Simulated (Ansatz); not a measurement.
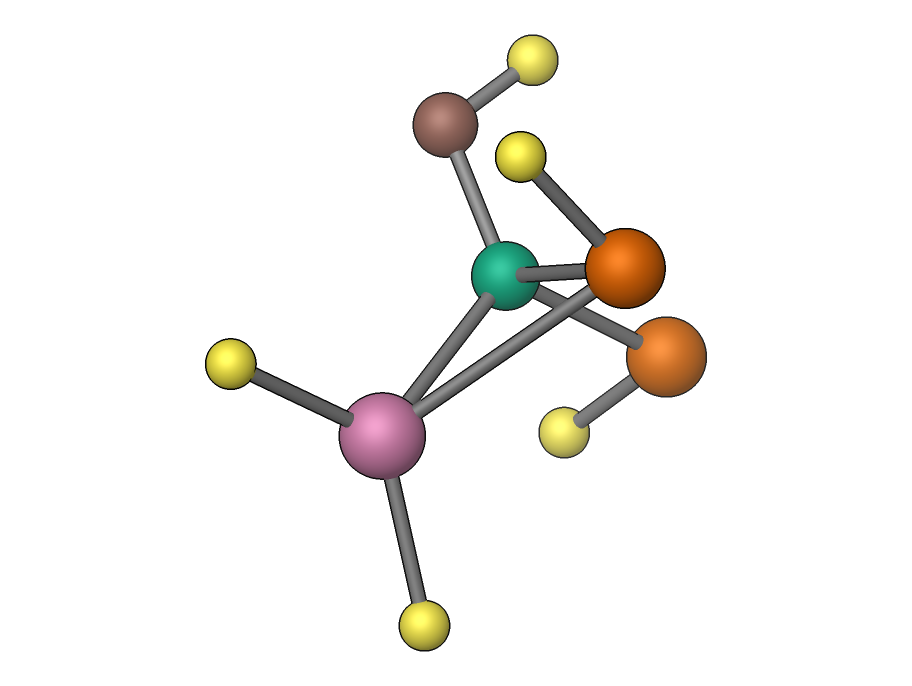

Ball-and-stick drawing of a structure. Colours: oxygen brown, carbon teal, aluminium pink, sulfur orange, hydrogen yellow.

> Which formula does it have?

CH₅AlOS₂, 10 atoms: 1 carbon, 5 hydrogen, 1 aluminium, 1 oxygen and 2 sulfur.

> Count the bonded pairs by element.

2 S–H, 2 Al–H, 2 C–S, 1 C–O, 1 C–Al, 1 Al–S, 1 O–H. Sticks follow a distance rule.

The parts below concern this one geometry. Atoms keep their numbers from picture to picture. Computed geometry: PBE0-D4/def2-TZVP optimisation.

### Geometry

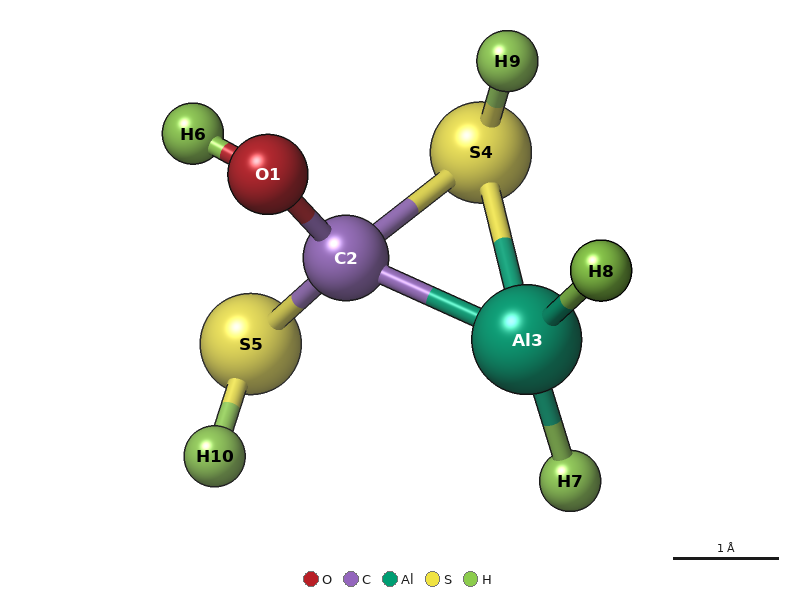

Atoms carry their numbers in the input.

Give the bond lengths.

```
  bond  length (Å)
 O1–C2       1.363
 O1–H6       0.968
C2–Al3       1.981
 C2–S4       1.963
 C2–S5       1.803
Al3–S4       2.452
Al3–H7       1.580
Al3–H8       1.584
 S4–H9       1.346
S5–H10       1.345
```

### Vibrations

Harmonic vibrations computed with RKS PBE0-D4/def2-TZVP (Ansatz 0.2.0) at a stationary point of the same level.

> List the wavenumbers.

24 modes: 139, 191, 219, 274, 288, 329, 348, 435, 476, 495, 520, 555, 590, 740, 767, 872, 948, 1152, 1344, 1927, 1947, 2688, 2691, 3737 cm⁻¹.

### Electronic properties

Properties computed with RKS PBE0-D4/def2-SVP (Ansatz 0.2.0).

What does the calculation give?

- HOMO energy (Kohn–Sham orbital): −7.06 eV
- LUMO energy (Kohn–Sham orbital): −0.44 eV
- HOMO–LUMO gap: 6.62 eV
- dispersion correction: −24.6 kJ/mol

### Dipole moment

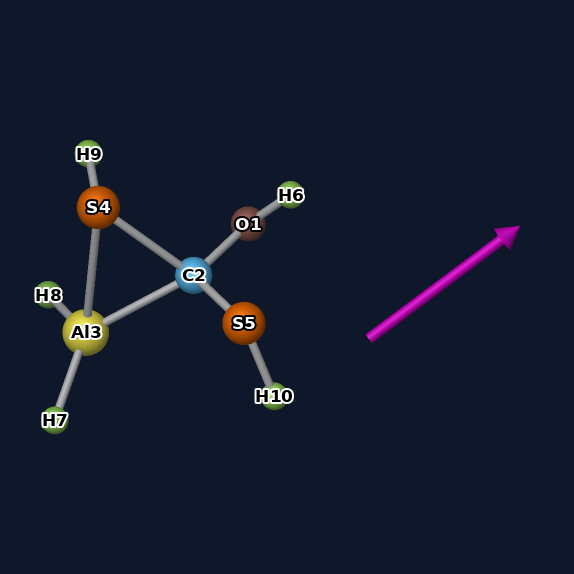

The arrow beside the molecule shows the direction of the dipole moment, from the negative to the positive end (its length means nothing). Method: RKS PBE-D4/def2-TZVPP (Ansatz 0.2.0).

> Estimate the dipole moment.

1.68 D; it points from the side of H7 to the side of H6 (the outermost atoms at the two ends).
